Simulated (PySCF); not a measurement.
# C3H6GeOSi (SMILES O=C[SiH2]C#[C][GeH3]): what the fields show

The calculation's input:

```
{"job": {"kind": "uv", "xc": "CAM-B3LYP", "basis": "def2-SVPD", "nstates": 8, "ntriplets": 3}, "charge": 0, "multiplicity": 1}
O     -3.488383     1.469916    -0.429580
C     -2.676976     0.813470     0.170339
Si    -1.781668    -0.724233    -0.560079
C      0.009550    -0.424407    -0.210398
C      1.182466    -0.215389     0.014442
Ge     3.014805     0.112182     0.368676
H     -2.420902     1.095234     1.216485
H     -2.038419    -0.815552    -1.994140
H     -2.238836    -1.893007     0.198312
H      3.173090     1.516817     0.841561
H      3.475014    -0.838293     1.420801
H      3.791458    -0.097425    -0.885928
```

Run with:

```sh
OMP_NUM_THREADS=1 python probes_run.py task.json out
```

Geometry: GFN2-xTB.

Method: PySCF, CAM-B3LYP/def2-SVPD, SCF density, gas phase.

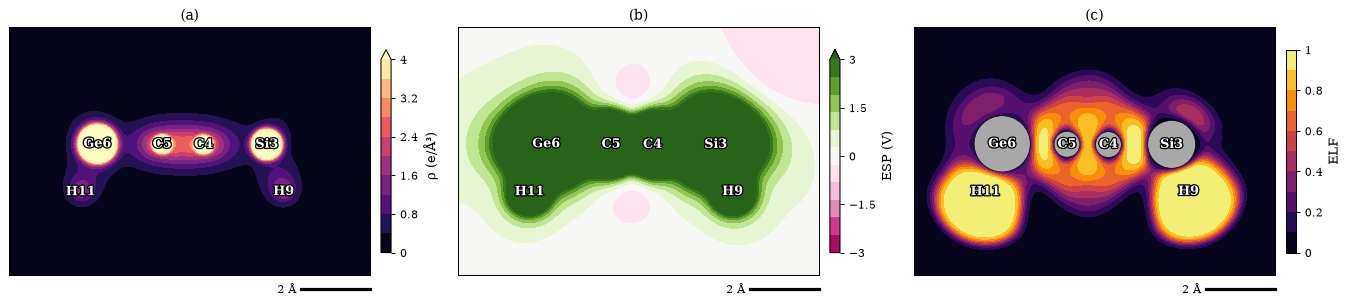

Figure 1. (a) electron density; (b) electrostatic potential; (c) electron localisation function on the plane of atoms C4, Si3 and H9. Grey discs cover the atomic cores in the ELF map.

What do the fields say about this system?

The plane passes through Si, C, Ge and H nuclei. C–C (1.21 Å): ρ is about 2.8 e/Å³ halfway; the ELF peaks at about 0.90 between the atoms; a multiple bond. C–Si (1.85 Å): ρ is about 0.94 e/Å³ halfway; the ELF peaks at about 0.95 between the atoms (a covalent bond). C–Ge (1.89 Å): the density is about 0.92 e/Å³ at the midpoint; the ELF peaks at about 0.95 in the valence shell of C, 0.7 Å from its nucleus, and is about 0.65 at the midpoint. Si–H (1.47 Å): ρ is about 0.8 e/Å³ halfway; the ELF climbs to about 1 towards the hydrogen, as it does in any bond to H. Outside the dense part of the molecule the potential is most negative (−0.8 V) near O1, which lies off the plane.

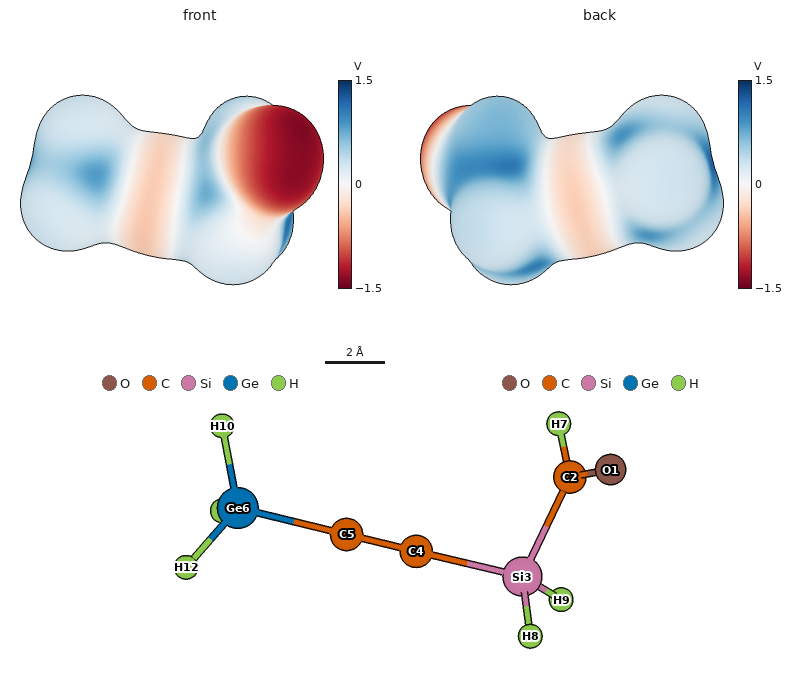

Figure 2. The molecular electrostatic potential painted on the density surface at 0.001 e/bohr³, seen from the front and from behind; the colour scale runs from red (negative) to blue (positive). The bare structure is drawn below in the same view.

Where is the surface potential most negative and most positive?

The most negative region (about −1.4 V, or −32 kcal/mol for a unit charge) lies over O1, the most positive (about +1.1 V, or +25 kcal/mol for a unit charge) over Si3 and Ge6. O1 is the likeliest acceptor of a hydrogen bond.

What dipole moment does the calculation give?

Its dipole moment is 2.91 D.
